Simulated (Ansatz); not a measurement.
## Geometry relaxation of W18S35 (part 3 of 3)

W18S35 (defect cell, 53 atoms in the cell); DFT PBE-D3(BJ), scalar-relativistic, plane waves, PAW, PAW set soft_1, no spin polarisation (Ansatz 0.2.0); cutoff 420 eV, 2×2×1 k-mesh, Gaussian smearing of 0.05 eV. The structure derives from a Materials Project entry. It belongs to a series of runs on one base structure; here: end point B relaxed.

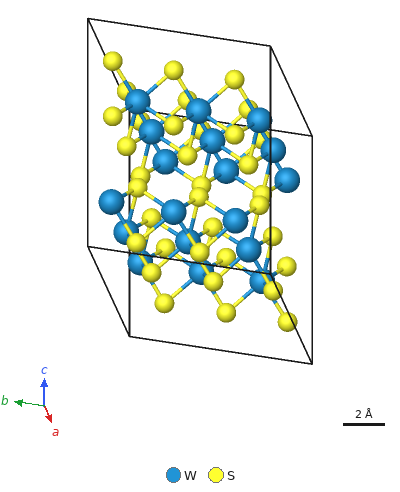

Fig. 1: The geometry at step 4 of the log (ball-and-stick view of the cell of the calculation, seen at an oblique angle).

### Trajectory as extended XYZ, continued
```
53
Lattice="9.5527 0.0000 0.0000 -4.7763 8.2729 0.0000 0.0000 0.0000 12.9783" Properties=species:S:1:pos:R:3:forces:R:3 step=2 energy=-218580.74344 accepted=F
W     0.1328    1.7617    3.2882   -1.1093   0.6405   0.2071
W     1.5921    0.9192    9.7173    0.0000   0.0000   0.0020
S    -0.0004    1.8386    8.1437   -0.0071   0.0041   0.1318
S     1.5921    0.9192    4.9675    0.0000   0.0000   0.0568
S     0.0029    1.8368   11.2962   -0.0057   0.0033  -0.1279
W    -1.5750    4.6059    3.2142   -0.4279  -0.2470   0.2768
W     0.0005    3.6760    9.7212    0.0052   0.0080  -0.0028
S    -1.5918    4.5962    8.1463   -0.0021  -0.0012   0.1100
S     0.0449    3.5670    1.6887    0.1046   0.3766  -0.0449
S    -1.5914    4.5964   11.2961   -0.0003  -0.0002  -0.1008
S    -0.0239    3.6152    4.8209    0.1156   0.2942  -0.1614
W    -3.1842    7.5070    3.2882    0.0000  -1.2809   0.2071
W    -1.5925    6.4352    9.7212    0.0095   0.0005  -0.0028
S    -3.1842    7.3532    8.1437    0.0000  -0.0082   0.1318
S    -1.6648    6.5283    1.6887    0.3784  -0.0977  -0.0449
S    -3.1842    7.3569   11.2962    0.0000  -0.0065  -0.1279
S    -1.6574    6.4445    4.8209    0.3126  -0.0469  -0.1614
W     3.0514    1.7617    3.2882    1.1093   0.6405   0.2071
W     4.7754    0.9192    9.7212    0.0043  -0.0085  -0.0028
S     3.1846    1.8386    8.1437    0.0071   0.0041   0.1318
S     4.6587    0.9352    1.6887    0.2738  -0.2789  -0.0449
S     3.1814    1.8368   11.2962    0.0057   0.0033  -0.1279
S     4.7349    0.9707    4.8209    0.1969  -0.2472  -0.1614
W     1.5921    4.5242    3.2619    0.0000   0.5195   0.0100
W     3.1838    3.6760    9.7212   -0.0052   0.0080  -0.0028
S     1.5921    4.5972    8.1464    0.0000  -0.0016   0.1028
S     3.1393    3.5670    1.6887   -0.1046   0.3766  -0.0449
S     1.5921    4.5951   11.2969    0.0000   0.0016  -0.1010
S     3.2081    3.6152    4.8209   -0.1156   0.2942  -0.1614
W    -0.0622    7.3896    3.2619    0.4499  -0.2598   0.0100
W     1.5921    6.4344    9.7233    0.0000   0.0000  -0.0156
S     0.0010    7.3531    8.1464   -0.0014   0.0008   0.1028
S     1.5921    6.4344    1.7500    0.0000   0.0000  -0.3680
S    -0.0008    7.3541   11.2969    0.0014  -0.0008  -0.1010
S     1.5921    6.4344    4.7699    0.0000   0.0000   0.3559
W     6.3684    1.8187    3.2142    0.0000   0.4940   0.2768
W     7.9615    0.9192    9.7212   -0.0043  -0.0085  -0.0028
S     6.3684    1.8381    8.1463    0.0000   0.0024   0.1100
S     8.0782    0.9352    1.6887   -0.2738  -0.2789  -0.0449
S     6.3684    1.8376   11.2961    0.0000   0.0004  -0.1008
S     8.0020    0.9707    4.8209   -0.1969  -0.2472  -0.1614
W     4.7593    4.6059    3.2142    0.4279  -0.2470   0.2768
W     6.3684    3.6768    9.7216    0.0000   0.0000  -0.0002
S     4.7760    4.5962    8.1463    0.0021  -0.0012   0.1100
S     6.3684    3.6768    1.6566    0.0000   0.0000   0.0093
S     4.7757    4.5964   11.2961    0.0003  -0.0002  -0.1008
S     6.3684    3.6768    4.7683    0.0000   0.0000  -0.3114
W     3.2464    7.3896    3.2619   -0.4499  -0.2598   0.0100
W     4.7768    6.4352    9.7212   -0.0095   0.0005  -0.0028
S     3.1832    7.3531    8.1464    0.0014   0.0008   0.1028
S     4.8490    6.5283    1.6887   -0.3784  -0.0977  -0.0449
S     3.1851    7.3541   11.2969   -0.0014  -0.0008  -0.1010
S     4.8416    6.4445    4.8209   -0.3126  -0.0469  -0.1614
53
Lattice="9.5527 0.0000 0.0000 -4.7763 8.2729 0.0000 0.0000 0.0000 12.9783" Properties=species:S:1:pos:R:3:forces:R:3 step=3 energy=-218581.07726
W     0.0567    1.8057    3.2781   -0.0126   0.0073   0.1167
W     1.5921    0.9192    9.7211    0.0000   0.0000  -0.0050
S    -0.0005    1.8387    8.1534    0.0009  -0.0005  -0.0045
S     1.5921    0.9192    4.8857    0.0000   0.0000  -0.0883
S     0.0016    1.8375   11.2923    0.0015  -0.0009   0.0032
W    -1.5890    4.5978    3.2311   -0.1078  -0.0623   0.0360
W     0.0004    3.6769    9.7236   -0.0010   0.0002  -0.0004
S    -1.5920    4.5961    8.1544   -0.0009  -0.0005  -0.0030
S     0.0301    3.6258    1.6882    0.0677  -0.0136  -0.0209
S    -1.5916    4.5963   11.2932    0.0005   0.0003   0.0066
S    -0.0133    3.6561    4.8193   -0.0051  -0.0126  -0.0073
W    -3.1842    7.4191    3.2781    0.0000  -0.0145   0.1167
W    -1.5918    6.4348    9.7236   -0.0003  -0.0010  -0.0004
S    -3.1842    7.3530    8.1534    0.0000   0.0010  -0.0045
S    -1.6212    6.4860    1.6882    0.0220   0.0654  -0.0209
S    -3.1842    7.3555   11.2923    0.0000   0.0017   0.0032
S    -1.6167    6.4333    4.8193   -0.0135   0.0019  -0.0073
W     3.1276    1.8057    3.2781    0.0126   0.0073   0.1167
W     4.7762    0.9188    9.7236    0.0007   0.0007  -0.0004
S     3.1848    1.8387    8.1534   -0.0009  -0.0005  -0.0045
S     4.7171    0.9186    1.6882   -0.0456  -0.0518  -0.0209
S     3.1827    1.8375   11.2923   -0.0015  -0.0009   0.0032
S     4.7650    0.9411    4.8193   -0.0084   0.0108  -0.0073
W     1.5921    4.5714    3.2570    0.0000  -0.0104  -0.0379
W     3.1838    3.6769    9.7236    0.0010   0.0002  -0.0004
S     1.5921    4.5969    8.1540    0.0000  -0.0013  -0.0037
S     3.1541    3.6258    1.6882   -0.0677  -0.0136  -0.0209
S     1.5921    4.5959   11.2936    0.0000  -0.0016   0.0033
S     3.1976    3.6561    4.8193    0.0051  -0.0126  -0.0073
W    -0.0213    7.3660    3.2570   -0.0090   0.0052  -0.0379
W     1.5921    6.4344    9.7247    0.0000   0.0000  -0.0015
S     0.0008    7.3532    8.1540   -0.0011   0.0007  -0.0037
S     1.5921    6.4344    1.7013    0.0000   0.0000  -0.0386
S    -0.0001    7.3537   11.2936   -0.0014   0.0008   0.0033
S     1.5921    6.4344    4.8097    0.0000   0.0000   0.0451
W     6.3684    1.8349    3.2311    0.0000   0.1245   0.0360
W     7.9607    0.9188    9.7236   -0.0007   0.0007  -0.0004
S     6.3684    1.8383    8.1544    0.0000   0.0010  -0.0030
S     8.0198    0.9186    1.6882    0.0456  -0.0518  -0.0209
S     6.3684    1.8378   11.2932    0.0000  -0.0006   0.0066
S     7.9718    0.9411    4.8193    0.0084   0.0108  -0.0073
W     4.7733    4.5978    3.2311    0.1078  -0.0623   0.0360
W     6.3684    3.6768    9.7242    0.0000   0.0000   0.0023
S     4.7762    4.5961    8.1544    0.0009  -0.0005  -0.0030
S     6.3684    3.6768    1.6634    0.0000   0.0000  -0.0307
S     4.7758    4.5963   11.2932   -0.0005   0.0003   0.0066
S     6.3684    3.6768    4.7906    0.0000   0.0000  -0.0616
W     3.2055    7.3660    3.2570    0.0090   0.0052  -0.0379
W     4.7761    6.4348    9.7236    0.0003  -0.0010  -0.0004
S     3.1835    7.3532    8.1540    0.0011   0.0007  -0.0037
S     4.8055    6.4860    1.6882   -0.0220   0.0654  -0.0209
S     3.1844    7.3537   11.2936    0.0014   0.0008   0.0033
S     4.8010    6.4333    4.8193    0.0135   0.0019  -0.0073
53
Lattice="9.5527 0.0000 0.0000 -4.7763 8.2729 0.0000 0.0000 0.0000 12.9783" Properties=species:S:1:pos:R:3:forces:R:3 step=4 energy=-218581.08076
W     0.0574    1.8053    3.2842   -0.0176   0.0102   0.0338
W     1.5921    0.9192    9.7200    0.0000   0.0000  -0.0012
S    -0.0006    1.8388    8.1522   -0.0001   0.0001   0.0039
S     1.5921    0.9192    4.8890    0.0000   0.0000  -0.0188
S     0.0018    1.8374   11.2920    0.0000   0.0000  -0.0055
W    -1.5927    4.5957    3.2284   -0.0302  -0.0174   0.0121
W     0.0003    3.6768    9.7230    0.0003   0.0002  -0.0002
S    -1.5922    4.5960    8.1535   -0.0004  -0.0002   0.0056
S     0.0345    3.6221    1.6890    0.0202  -0.0019  -0.0002
S    -1.5915    4.5964   11.2934    0.0006   0.0004  -0.0032
S    -0.0160    3.6574    4.8199    0.0026  -0.0008  -0.0053
W    -3.1842    7.4199    3.2842    0.0000  -0.0204   0.0338
W    -1.5919    6.4347    9.7230    0.0003   0.0002  -0.0002
S    -3.1842    7.3529    8.1522    0.0000  -0.0001   0.0039
S    -1.6223    6.4917    1.6890    0.0085   0.0185  -0.0002
S    -3.1842    7.3557   11.2920    0.0000   0.0000  -0.0055
S    -1.6169    6.4302    4.8199    0.0006   0.0026  -0.0053
W     3.1269    1.8053    3.2842    0.0176   0.0102   0.0338
W     4.7762    0.9189    9.7230    0.0000  -0.0004  -0.0002
S     3.1849    1.8388    8.1522    0.0001   0.0001   0.0039
S     4.7117    0.9167    1.6890   -0.0118  -0.0166  -0.0002
S     3.1824    1.8374   11.2920    0.0000   0.0000  -0.0055
S     4.7676    0.9428    4.8199   -0.0020  -0.0019  -0.0053
W     1.5921    4.5714    3.2578    0.0000   0.0083  -0.0152
W     3.1839    3.6768    9.7230   -0.0003   0.0002  -0.0002
S     1.5921    4.5968    8.1531    0.0000  -0.0002   0.0044
S     3.1497    3.6221    1.6890   -0.0202  -0.0019  -0.0002
S     1.5921    4.5957   11.2933    0.0000  -0.0002  -0.0046
S     3.2003    3.6574    4.8199   -0.0026  -0.0008  -0.0053
W    -0.0213    7.3659    3.2578    0.0072  -0.0042  -0.0152
W     1.5921    6.4344    9.7240    0.0000   0.0000  -0.0014
S     0.0006    7.3533    8.1531   -0.0002   0.0001   0.0044
S     1.5921    6.4344    1.6999    0.0000   0.0000   0.0016
S    -0.0003    7.3538   11.2933   -0.0002   0.0001  -0.0046
S     1.5921    6.4344    4.8129    0.0000   0.0000   0.0063
W     6.3684    1.8391    3.2284    0.0000   0.0349   0.0121
W     7.9607    0.9189    9.7230    0.0000  -0.0004  -0.0002
S     6.3684    1.8385    8.1535    0.0000   0.0004   0.0056
S     8.0252    0.9167    1.6890    0.0118  -0.0166  -0.0002
S     6.3684    1.8377   11.2934    0.0000  -0.0007  -0.0032
S     7.9693    0.9428    4.8199    0.0020  -0.0019  -0.0053
W     4.7769    4.5957    3.2284    0.0302  -0.0174   0.0121
W     6.3684    3.6768    9.7240    0.0000   0.0000   0.0015
S     4.7764    4.5960    8.1535    0.0004  -0.0002   0.0056
S     6.3684    3.6768    1.6557    0.0000   0.0000  -0.0054
S     4.7757    4.5964   11.2934   -0.0006   0.0004  -0.0032
S     6.3684    3.6768    4.7885    0.0000   0.0000  -0.0423
W     3.2055    7.3659    3.2578   -0.0072  -0.0042  -0.0152
W     4.7762    6.4347    9.7230   -0.0003   0.0002  -0.0002
S     3.1836    7.3533    8.1531    0.0002   0.0001   0.0044
S     4.8065    6.4917    1.6890   -0.0085   0.0185  -0.0002
S     3.1845    7.3538   11.2933    0.0002   0.0001  -0.0046
S     4.8011    6.4302    4.8199   -0.0006   0.0026  -0.0053
53
Lattice="9.5527 0.0000 0.0000 -4.7763 8.2729 0.0000 0.0000 0.0000 12.9783" Properties=species:S:1:pos:R:3:forces:R:3 step=5 energy=-218581.08118
W     0.0561    1.8060    3.2874    0.0054  -0.0031  -0.0018
W     1.5921    0.9192    9.7195    0.0000   0.0000   0.0003
S    -0.0007    1.8388    8.1521   -0.0003   0.0002  -0.0003
S     1.5921    0.9192    4.8900    0.0000   0.0000   0.0002
S     0.0019    1.8373   11.2914    0.0004  -0.0002   0.0001
W    -1.5935    4.5952    3.2268   -0.0012  -0.0007   0.0017
W     0.0003    3.6768    9.7229   -0.0001   0.0000  -0.0002
S    -1.5924    4.5959    8.1539   -0.0001  -0.0001   0.0001
S     0.0364    3.6208    1.6895   -0.0003   0.0002   0.0011
S    -1.5912    4.5965   11.2933    0.0001   0.0000   0.0002
S    -0.0168    3.6591    4.8202   -0.0003   0.0001   0.0005
W    -3.1842    7.4184    3.2874    0.0000   0.0062  -0.0018
W    -1.5919    6.4347    9.7229    0.0000  -0.0001  -0.0002
S    -3.1842    7.3528    8.1521    0.0000  -0.0004  -0.0003
S    -1.6224    6.4940    1.6895    0.0001  -0.0004   0.0011
S    -3.1842    7.3558   11.2914    0.0000   0.0005   0.0001
S    -1.6158    6.4288    4.8202   -0.0001  -0.0003   0.0005
W     3.1282    1.8060    3.2874   -0.0054  -0.0031  -0.0018
W     4.7762    0.9189    9.7229    0.0001   0.0001  -0.0002
S     3.1849    1.8388    8.1521    0.0003   0.0002  -0.0003
S     4.7096    0.9157    1.6895    0.0004   0.0002   0.0011
S     3.1823    1.8373   11.2914   -0.0004  -0.0002   0.0001
S     4.7694    0.9426    4.8202    0.0002   0.0002   0.0005
W     1.5921    4.5722    3.2578    0.0000  -0.0008  -0.0022
W     3.1839    3.6768    9.7229    0.0001   0.0000  -0.0002
S     1.5921    4.5967    8.1530    0.0000   0.0002  -0.0001
S     3.1478    3.6208    1.6895    0.0003   0.0002   0.0011
S     1.5921    4.5958   11.2929    0.0000   0.0000  -0.0001
S     3.2010    3.6591    4.8202    0.0003   0.0001   0.0005
W    -0.0206    7.3656    3.2578   -0.0007   0.0004  -0.0022
W     1.5921    6.4344    9.7236    0.0000   0.0000   0.0001
S     0.0006    7.3533    8.1530    0.0001  -0.0001  -0.0001
S     1.5921    6.4344    1.6995    0.0000   0.0000   0.0023
S    -0.0002    7.3538   11.2929    0.0000   0.0000  -0.0001
S     1.5921    6.4344    4.8138    0.0000   0.0000  -0.0004
W     6.3684    1.8400    3.2268    0.0000   0.0014   0.0017
W     7.9607    0.9189    9.7229   -0.0001   0.0001  -0.0002
S     6.3684    1.8388    8.1539    0.0000   0.0001   0.0001
S     8.0273    0.9157    1.6895   -0.0004   0.0002   0.0011
S     6.3684    1.8374   11.2933    0.0000  -0.0001   0.0002
S     7.9675    0.9426    4.8202   -0.0002   0.0002   0.0005
W     4.7777    4.5952    3.2268    0.0012  -0.0007   0.0017
W     6.3684    3.6768    9.7244    0.0000   0.0000  -0.0001
S     4.7766    4.5959    8.1539    0.0001  -0.0001   0.0001
S     6.3684    3.6768    1.6526    0.0000   0.0000  -0.0010
S     4.7755    4.5965   11.2933   -0.0001   0.0000   0.0002
S     6.3684    3.6768    4.7847    0.0000   0.0000  -0.0033
W     3.2049    7.3656    3.2578    0.0007   0.0004  -0.0022
W     4.7761    6.4347    9.7229    0.0000  -0.0001  -0.0002
S     3.1837    7.3533    8.1530   -0.0001  -0.0001  -0.0001
S     4.8067    6.4940    1.6895   -0.0001  -0.0004   0.0011
S     3.1844    7.3538   11.2929    0.0000   0.0000  -0.0001
S     4.8001    6.4288    4.8202    0.0001  -0.0003   0.0005
```

### Summary

| quantity | value |
| --- | --- |
| outcome | converged |
| electrons treated | 462 |
| free energy | −218581.0812 eV |
| Fermi energy | 10.635 eV |
| final volume | 1025.65 Å³ |
| largest force (length of the vector) at the end | 0.006 eV/Å |
| wall time | 56 s (CPU time 7 min) |
| peak memory | 2.7 GiB |

Spin–orbit coupling is left out, which matters for W. The k-point mesh is coarse for a cell of this size, so the results may not be converged.
